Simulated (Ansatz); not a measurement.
# H5N2OSTa: ionisation energy by level of theory

How much energy removes an electron from H5N2OSTa at fixed geometry? The cation is run at each level and the neutral's energy taken from earlier runs.

Method: unrestricted cation, the program's frozen cores in correlated methods; program: Ansatz 0.2.0, Gaussian basis.

The runs, in order: UKS PBE-D4/def2-TZVPP; UKS r2SCAN-D4/def2-TZVPP; UKS PBE0-D4/def2-TZVPP; UKS B3LYP-D4/def2-TZVPP; UKS wB97X-V/def2-TZVPP; UKS wB97M-V/def2-TZVPP; UKS B2PLYP/def2-TZVPP; UHF-CCSD(T)/def2-TZVPP; UHF-MP2/def2-QZVPP; extrapolation to the limit; then −ε(HOMO) from the neutral's earlier runs with LDA (SPW92), PBE-D4, revPBE-D4, BLYP-D4, r2SCAN-D4, B97M-V, PBE0-D4, B3LYP-D4, r2SCANh-D4, r2SCAN0-D4, HSE06-D4, BHLYP-D4, CAM-B3LYP-D4, LC-ωPBE, ωB97X-V, ωB97M-V.

## (1) The geometry

All runs share one geometry, relaxed beforehand with PBE0-D4 in a triple-zeta def2 set. Ta takes the def2 core potential; no spin-orbit term is included.

SMILES `[NH2][Ta]([NH2])([OH])=[S]`, 10 atoms, charge 0, spin multiplicity 1.

Atoms are counted from 1 here; the program's logs count them from 0.

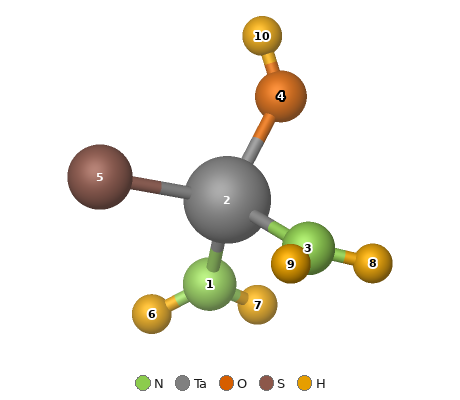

The structure; nitrogen green, tantalum grey, oxygen orange, sulfur brown, hydrogen amber; atoms are numbered from 1 in the order of the file.

As a file:

```xyz
10
charge 0, multiplicity 1
N    -1.58351    0.75251   -0.32043
Ta    0.30692    0.28371    0.00474
N     0.46294   -1.38223    1.05341
O     1.12061   -0.02484   -1.68726
S     1.20930    1.88732    1.15246
H    -2.04468    1.56679    0.05599
H    -2.23303    0.19725   -0.85885
H     0.15023   -2.29179    0.74519
H     0.83794   -1.43737    1.98815
H     1.85648    0.39755   -2.13041
```

## (2) Cation, UKS PBE-D4/def2-TZVPP

in.yaml

```yaml
crystal:
  periodic: [false, false, false]
  atoms:
    - {symbol: N, position_ang: [-1.583507, 0.752511, -0.320425]}
    - {symbol: Ta, position_ang: [0.306921, 0.283706, 0.004743]}
    - {symbol: N, position_ang: [0.462937, -1.382228, 1.053414]}
    - {symbol: O, position_ang: [1.120608, -0.024845, -1.687262]}
    - {symbol: S, position_ang: [1.209300, 1.887316, 1.152456]}
    - {symbol: H, position_ang: [-2.044683, 1.566791, 0.055989]}
    - {symbol: H, position_ang: [-2.233025, 0.197252, -0.858849]}
    - {symbol: H, position_ang: [0.150233, -2.291792, 0.745189]}
    - {symbol: H, position_ang: [0.837939, -1.437365, 1.988155]}
    - {symbol: H, position_ang: [1.856476, 0.397554, -2.130410]}
basis:
  gaussian: {orbitals: def2-TZVPP}
total_charge: 1
magnetization: {spin_polarized: true, initial_magnetization: 1}
hamiltonian: {xc: pbe, dispersion: d4}
```

Command:

```
$ ansatz run in.yaml --threads 2 --pin off --events-out ev --progress --plain --max-ram 32768MiB --backend cpu
```

Further steps of the session: Cation, UKS r2SCAN-D4/def2-TZVPP; Cation, UKS PBE0-D4/def2-TZVPP; Cation, UKS B3LYP-D4/def2-TZVPP; Cation, UKS wB97X-V/def2-TZVPP; Cation, UKS wB97M-V/def2-TZVPP; Cation, UKS B2PLYP (frozen core)/def2-TZVPP; Cation, UHF-CCSD(T)/def2-TZVPP; Cation, UHF-MP2/def2-QZVPP.

Before running them: what should the planned runs give, taken together? Wanted: ionisation energy, CCSD(T)/CBS; nearest functional by difference; nearest −ε(HOMO); −ε(HOMO) of PBE; T1 of the cation.

**Answer**, as computed:

| quantity | value |
| --- | --- |
| ionisation energy, CCSD(T)/CBS | 9.55 eV |
| nearest functional by difference | B2PLYP (-0.25 eV) |
| nearest −ε(HOMO) | ωB97X-V (-0.05 eV) |
| −ε(HOMO) of PBE | 6.07 eV |
| T1 of the cation | 0.021 |

What this shows: Energy differences with functionals land within 0.74 eV of the reference. The PBE orbital energy is 3.5 eV too small: a semilocal HOMO is no ionisation energy. Among orbital estimates ωB97X-V comes nearest. Hartree-Fock falls 1.46 eV short, as the neutral has more correlation energy than the cation. The cation may have settled in a state other than its lowest; no search over hole states beyond the program's own was made. Correlated methods include outer-core shells of Ta, which these sets cover unevenly.
